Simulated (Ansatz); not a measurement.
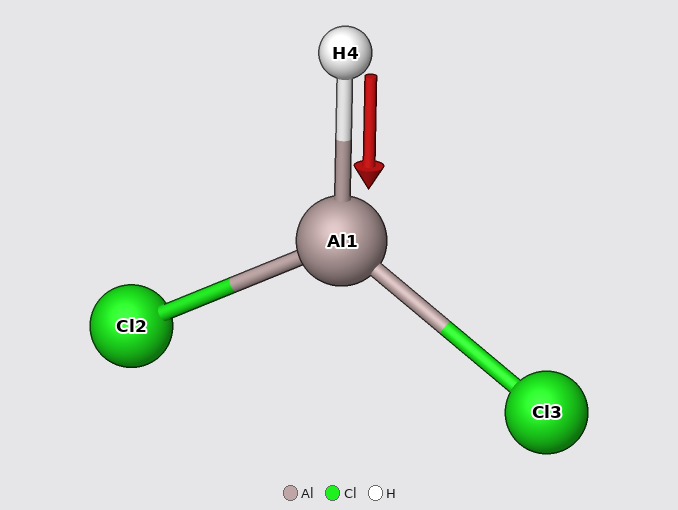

The arrows show one normal mode. Harmonic vibrations computed with RKS PBE0-D4/def2-TZVP (Ansatz 0.2.0) at a stationary point of the same level.

Question: Describe the motion.

Answer: Mostly Al–H stretching.

Question: Estimate its harmonic wavenumber.

Answer: 2014 cm⁻¹; it is mode 6 of 6 counted from the lowest.
